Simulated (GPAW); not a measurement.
# Two attempts at CH4FGe (SMILES [CH2][GeH2][F])

Wanted: the charge distribution of CH4FGe, ULDA (PW92)/dzp (scalar-relativistic datasets).

Program for the calculation: GPAW 26.7.0.

2 further runs of the same task are left out: 2 set aside as unsound or not needed.

## 1. The structure to begin with

CH4FGe: 7 atoms, total charge 0, spin state doublet. SMILES: `[CH2][GeH2][F]`. The shape comes from GFN2-xTB, which is rough for such elements, and wasn't checked as a minimum. This is one conformer, not always the lowest.

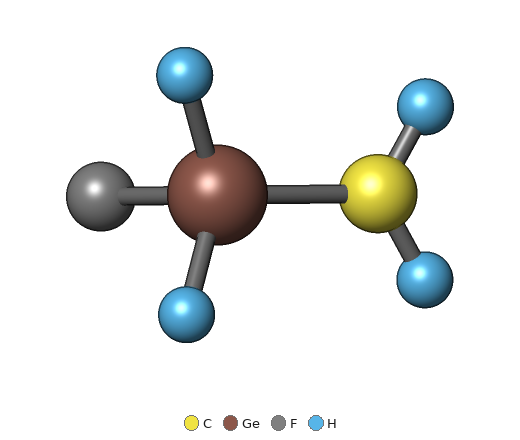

The structure, seen from a chosen angle (carbon yellow, germanium brown, fluorine grey, hydrogen blue).

## 2. Try one

sp.py reads:

```python
import numpy as np
from ase import Atoms
from ase.units import Debye
from gpaw import GPAW

# Set up the molecule
atoms = Atoms(['C', 'Ge', 'F', 'H', 'H', 'H', 'H'],
    positions=[[ -0.936600,   0.221800,  -0.691140],
               [  0.648810,  -0.001480,   0.348480],
               [  0.367350,  -1.398720,   1.386300],
               [ -1.085250,  -0.293130,  -1.624840],
               [ -1.757310,   0.837020,  -0.363600],
               [  0.902370,   1.073070,   1.359150],
               [  1.860630,  -0.438560,  -0.414350]])
atoms.center(vacuum=4.5)
atoms.set_initial_magnetic_moments([0.333333, 0.333333, 0.333333, 0.0, 0.0, 0.0, 0.0])

# DFT calculator
calc = GPAW(mode='lcao',
            basis='dzp',
            h=0.4,
            xc='LDA',
            occupations={'name': 'fermi-dirac', 'width': 0.02, 'fixmagmom': True},
            maxiter=58,
            symmetry='off',
            txt='-')
atoms.calc = calc

energy = atoms.get_potential_energy()
print(f'Energy = {energy:.5f} eV')
forces = atoms.get_forces()
print('Forces (eV/Ang)')
for symbol, f in zip(atoms.symbols, forces):
    print(f'{symbol:2} {f[0]:9.4f} {f[1]:9.4f} {f[2]:9.4f}')
dipole = atoms.get_dipole_moment() / Debye
print(f'Dipole = {np.linalg.norm(dipole):.3f} D')
```

The run is started by

```bash
python sp.py
```

The log of the run:

```text
[...]
Number of symmetries: 1
[...]
  Number of IBZ points: 1
[...]
basis functions: 59
Spin-components: 2 (collinear spins)
Bands:           16
[...]
  Valence electrons: 19.0
[...]
  Grid points: [32 28 32]
  Charge: 0.0  # |e|
[...]
    cutoffs:
[...]
occupation numbers:
  Fixed magnetic moment: 1.000
[...]
xc functional:
  name: None
[...]
|iter     |     time |      energy | eigst |  dens |  magmom |
[...]
|iter:   1| 00:00:05 |   -7.045111 |      c|       |  +0.9987|
[...]
|iter:  10| 00:00:09 |   -5.680341c|      c| -4.31c|  +1.0003|
Converged in 10 steps
[...]
Energy contributions relative to reference atoms: (reference = -60784.094877)
Energy contributions:
  Kinetic:          58.953838
  Coulomb:         -26.368166
  Zero:             -6.948108
  External:          0.000000
  Xc:              -31.317905
  Entropy:          -0.000000
  Spinorbit:         0.000000
  ----------------------------
  Free energy:      -5.680341
  Extrapolated:     -5.680341
dipole moment: (0.035493, 0.333797, -0.344685)  # |e|*Ang
Total magnetic moment: (0.000000, 0.000000, 1.000255)
Local magnetic moments
|        x |        y |         z |
|----------|----------|-----------|
| 0.000000 | 0.000000 |  0.288355 |  # C    0
| 0.000000 | 0.000000 |  0.001473 |  # Ge   1
| 0.000000 | 0.000000 |  0.032288 |  # F    2
| 0.000000 | 0.000000 | -0.004697 |  # H    3
| 0.000000 | 0.000000 | -0.004324 |  # H    4
| 0.000000 | 0.000000 |  0.000742 |  # H    5
| 0.000000 | 0.000000 | -0.000425 |  # H    6
Fermi levels: -5.336, -4.410
Eigenvalues  # (at kpt = [0.000, 0.000, 0.000])
| band index |      eig [eV] | occ [0-1] |      eig [eV] | occ [0-1] |
|------------|---------------|-----------|---------------|-----------|
|          0 |       -28.059 |     1.000 |       -27.991 |     1.000 |
|        ... |               |           |               |           |
|          2 |       -13.884 |     1.000 |       -13.722 |     1.000 |
|          3 |       -10.914 |     1.000 |       -10.689 |     1.000 |
|          4 |       -10.673 |     1.000 |       -10.457 |     1.000 |
|          5 |        -9.847 |     1.000 |        -9.742 |     1.000 |
|          6 |        -9.082 |     1.000 |        -8.934 |     1.000 |
|          7 |        -8.694 |     1.000 |        -8.425 |     1.000 |
|          8 |        -7.434 |     1.000 |        -7.378 |     1.000 |
|          9 |        -5.626 |     1.000 |        -4.120 |     0.000 |
|         10 |        -0.003 |     0.000 |         0.278 |     0.000 |
|         11 |         0.806 |     0.000 |         1.005 |     0.000 |
[...]
Gap: 1.506 eV
Transition (v -> c):
[...]
Forces (eV/Ang)
C    -1.5073  -32.8587   -4.3274
Ge   -1.4094    0.2136    0.0831
F   -90.0255  -17.8558    5.4385
H    33.0903   33.9007   -4.2924
H   -31.8684  -27.6798  -26.5781
H    34.9181    9.2459  -18.0117
H    28.5685  -35.8036   10.1353
Dipole = 2.311 D
```

It took 12 s on 1 thread of AMD EPYC (Zen 3), shared host; peak memory 0.2 GiB.

## 3. What went wrong

The run finished; that doesn't make the result usable.

What is wrong: the grid is far too coarse. To mend it: grid spacing 0.2 in place of 0.4.

## 4. The mended input

calc.py reads:

```python
import numpy as np
from ase import Atoms
from ase.units import Debye
from gpaw import GPAW

atoms = Atoms(['C', 'Ge', 'F', 'H', 'H', 'H', 'H'],
    positions=[[ -0.936600,   0.221800,  -0.691140],
               [  0.648810,  -0.001480,   0.348480],
               [  0.367350,  -1.398720,   1.386300],
               [ -1.085250,  -0.293130,  -1.624840],
               [ -1.757310,   0.837020,  -0.363600],
               [  0.902370,   1.073070,   1.359150],
               [  1.860630,  -0.438560,  -0.414350]])
atoms.center(vacuum=4.5)
atoms.set_initial_magnetic_moments([0.333333, 0.333333, 0.333333, 0.0, 0.0, 0.0, 0.0])

calc = GPAW(mode='lcao',
            xc='LDA',
            h=0.2,
            symmetry='off',
            occupations={'name': 'fermi-dirac', 'width': 0.02, 'fixmagmom': True},
            maxiter=100,
            basis='dzp',
            txt='-')
atoms.calc = calc

energy = atoms.get_potential_energy()
print(f'Energy                  {energy:.5f} eV')
forces = atoms.get_forces()
print('Forces (eV/Ang)')
for symbol, f in zip(atoms.symbols, forces):
    print(f'{symbol:2} {f[0]:9.4f} {f[1]:9.4f} {f[2]:9.4f}')
dipole = atoms.get_dipole_moment() / Debye
print(f'Dipole                  {np.linalg.norm(dipole):.3f} D')
```

The run is started by

```bash
OMP_NUM_THREADS=1 python calc.py
```

The log of the run:

```text
[...]
Number of symmetries: 1
[...]
  Number of IBZ points: 1
[...]
basis functions: 59
Spin-components: 2 (collinear spins)
Bands:           16
[...]
  Valence electrons: 19.0
[...]
  Grid points: [64 56 60]
  Charge: 0.0  # |e|
[...]
    cutoffs:
[...]
occupation numbers:
  Fixed magnetic moment: 1.000
[...]
xc functional:
  name: None
[...]
|iter     |     time |      energy | eigst |  dens |  magmom |
[...]
|iter:   1| 00:00:16 |  -30.833132 |      c|       |  +0.9996|
[...]
|iter:  10| 00:00:36 |  -29.579800c|      c| -4.29c|  +1.0000|
Converged in 10 steps
[...]
Energy contributions relative to reference atoms: (reference = -60784.094877)
Energy contributions:
  Kinetic:          53.310453
  Coulomb:         -51.290083
  Zero:              0.566070
  External:          0.000000
  Xc:              -32.166240
  Entropy:          -0.000000
  Spinorbit:         0.000000
  ----------------------------
  Free energy:     -29.579800
  Extrapolated:    -29.579800
dipole moment: (-0.031826, 0.423268, -0.378438)  # |e|*Ang
Total magnetic moment: (0.000000, 0.000000, 0.999999)
Local magnetic moments
|        x |        y |         z |
|----------|----------|-----------|
| 0.000000 | 0.000000 |  0.303705 |  # C    0
| 0.000000 | 0.000000 |  0.001356 |  # Ge   1
| 0.000000 | 0.000000 |  0.029807 |  # F    2
| 0.000000 | 0.000000 | -0.005230 |  # H    3
| 0.000000 | 0.000000 | -0.005236 |  # H    4
| 0.000000 | 0.000000 | -0.000444 |  # H    5
| 0.000000 | 0.000000 | -0.000031 |  # H    6
Fermi levels: -5.731, -4.694
Eigenvalues  # (at kpt = [0.000, 0.000, 0.000])
| band index |      eig [eV] | occ [0-1] |      eig [eV] | occ [0-1] |
|------------|---------------|-----------|---------------|-----------|
|          0 |       -27.388 |     1.000 |       -27.320 |     1.000 |
|        ... |               |           |               |           |
|          2 |       -13.969 |     1.000 |       -13.811 |     1.000 |
|          3 |       -10.997 |     1.000 |       -10.651 |     1.000 |
|          4 |        -9.769 |     1.000 |        -9.650 |     1.000 |
|          5 |        -9.581 |     1.000 |        -9.341 |     1.000 |
|          6 |        -9.363 |     1.000 |        -9.296 |     1.000 |
|          7 |        -7.866 |     1.000 |        -7.680 |     1.000 |
|          8 |        -7.617 |     1.000 |        -7.589 |     1.000 |
|          9 |        -6.021 |     1.000 |        -4.403 |     0.000 |
|         10 |        -0.090 |     0.000 |         0.205 |     0.000 |
|         11 |         0.636 |     0.000 |         0.860 |     0.000 |
[...]
Gap: 1.617 eV
Transition (v -> c):
[...]
Forces (eV/Ang)
C     1.0776   -0.0279    0.5770
Ge   -0.8639   -0.4331   -0.0978
F    -0.1822   -0.4494    0.2527
H    -0.0568   -0.6481   -1.0254
H    -0.8532    0.7182    0.4733
H     0.1338    0.9124    0.4846
H     0.7786   -0.0890   -0.6897
Dipole                  2.731 D
```

Run time: 38 s. Hardware: 1 thread of AMD EPYC (Zen 3), shared host; peak memory 0.71 GiB.

## 5. Results

Level: ULDA (PW92)/dzp (scalar-relativistic datasets).

| quantity | value |
| --- | --- |
| energy as printed (from the program's reference atoms) | -29.5798 eV |
| dipole moment | 2.73 D |
| HOMO energy (highest over α and β) | -6.02 eV |
| LUMO energy (lowest over α and β) | -4.40 eV |

The first attempt's energy was +23.899 eV off this one.
